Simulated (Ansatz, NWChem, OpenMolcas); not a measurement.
# Strength of the B–N bond: BH2(NH) → BH2 + NH

Species: BH2(NH), doublet; BH2 (boron dihydride) `[BH2]`, doublet; NH (imidogen), triplet. 

Shapes, held fixed at every level: PBE0-D4/def2-TZVP; NH at the measured bond length. Programs: Ansatz 0.2.0, NWChem 7.3.0, OpenMolcas 26.06. A level may come from different programs for different species; with the same settings they agree closely. Electronic energies: no zero-point or thermal term.

| level | kind | ΔE (kJ/mol) |
| --- | --- | --- |
| HF/STO-3G | Hartree–Fock | +371.4 |
| HF/3-21G | Hartree–Fock | +346.9 |
| HF/def2-SVP | Hartree–Fock | +355.9 |
| B3LYP/6-31G* (Cartesian functions) | global hybrid | +524.1 |
| PBE0/def2-SVP | global hybrid | +544.3 |

PBE0/def2-SVP gives ΔE = +544.3 kJ/mol; the levels span +346.9 to +544.3. The median of the levels is +371.4. Hartree–Fock misses the correlation of the pair that is broken and comes out low. No measured value is set beside it here. Spin contamination: BH2(NH) (⟨S²⟩ up to 0.78). Open shells run unrestricted. PBE0/def2-SVP lies outside the range of all other levels here, so it shouldn't be taken on trust. Rows in sets without polarisation functions are far from converged.

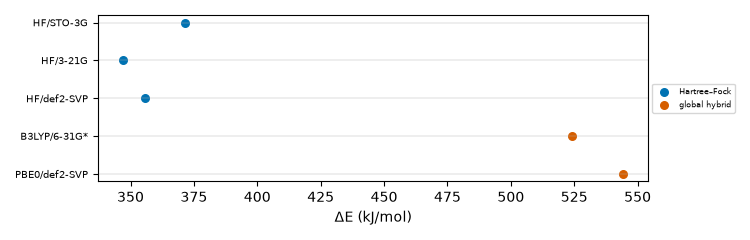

The values of the table, level by level.
